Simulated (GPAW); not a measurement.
Consider NbRu (Pm-3m).

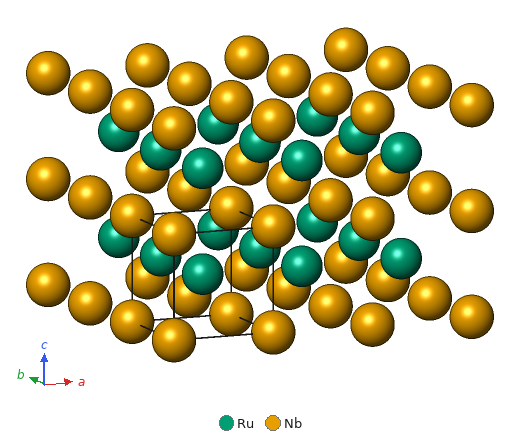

The structure (ruthenium teal, niobium orange). 3×3×2 cells are drawn. Some periodic images of atoms are drawn too.

```cif
data_structure
_symmetry_space_group_name_H-M 'P 1'
_symmetry_Int_Tables_number 1
_cell_length_a 3.1840
_cell_length_b 3.1840
_cell_length_c 3.1840
_cell_angle_alpha 90.000
_cell_angle_beta 90.000
_cell_angle_gamma 90.000
_cell_volume 32.28
loop_
_atom_site_label
_atom_site_type_symbol
_atom_site_fract_x
_atom_site_fract_y
_atom_site_fract_z
_atom_site_occupancy
Ru1 Ru 0.50000 0.50000 0.50000 1
Nb2 Nb 0.00000 0.00000 0.00000 1
```

Absorber: atom 1, with 8 Nb at 2.76 Å and 6 Ru at 3.18 Å (cube and octahedron, as in bcc, site symmetry m-3m). Method: GPAW, LDA, excited-electron core hole (neutral cell), 8-atom cell with 5.5 Å between holes, 6×6×6 k points, dipole transitions, Gaussian full width 2 eV up to 4 eV, rising linearly to 3.5 eV at 25 eV.

What does the Ru L₃ edge look like?

Main maxima up to 30 eV above the zero (height): 0.8 eV (2.86), 14.0 eV (1.04), 18.8 eV (0.73) and 24.2 eV (0.79). At an L edge the dipole rule selects empty d (and weakly s) states on the absorber, and the strong line at the onset measures the empty part of its d band. 

The Ru L₃ spectrum (energy from the lowest empty level; intensity scaled to a mean of 1 over the first 20 eV):

| E (eV) | intensity |
| --- | --- |
| -2.0 | 0.06 |
| -0.5 | 1.44 |
| 1.0 | 2.82 |
| 2.5 | 1.97 |
| 4.0 | 0.88 |
| 5.5 | 0.51 |
| 7.0 | 0.43 |
| 8.5 | 0.44 |
| 10.0 | 0.76 |
| 11.5 | 0.93 |
| 13.0 | 1.01 |
| 14.5 | 1.02 |
| 16.0 | 0.80 |
| 17.5 | 0.67 |
| 19.0 | 0.73 |
| 20.5 | 0.62 |
| 22.0 | 0.64 |
| 23.5 | 0.77 |
| 25.0 | 0.76 |
| 26.5 | 0.71 |
| 28.0 | 0.69 |
| 29.5 | 0.65 |
| 31.0 | 0.69 |

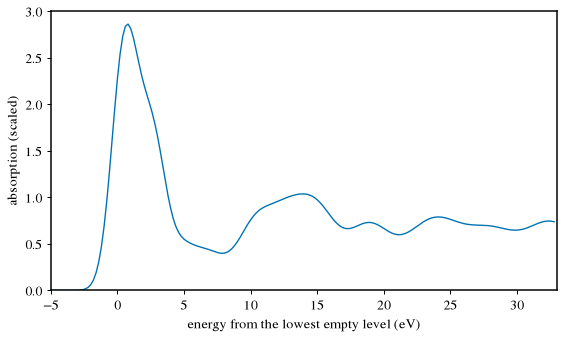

The Ru L₃ edge.

Only the L₃ part is meant: spin–orbit coupling of the core level isn't computed and the L₂ copy isn't added. The script folds with a Gaussian, whereas the core hole's own line is a Lorentzian, so the onset is too steep and the first peak too high. The holes are only 5.5 Å apart, so the shape is probably not converged with cell size; no larger cell was run here. Lifetime broadening is put in by hand, and intensities beyond about 20 eV depend on it and on the partial waves; weight that the partial waves miss at high energy is lost. The structure is a published determination, not relaxed.

[Banner, clock and machine lines of the logs are left out without a mark of their own.]

[Logs are printed without paths, hosts, clocks, repeated set-up lines and the standing remarks that a program may print on its own settings, such as how far it seeks lower states.]

[Hosts, paths, dates, database ids (printed as entryN), source tags and the programs' standing remarks are cut or masked in the printed files.]

[Lists of maxima count a maximum above −3 eV only where it reaches 4 % of the highest in the window and stands out from its surroundings by 2 % of it (1.5 % where it reaches 55 %); shoulders and weaker maxima are passed over, and of the rest the first, up to two pre-edge ones and the few strongest are named.]
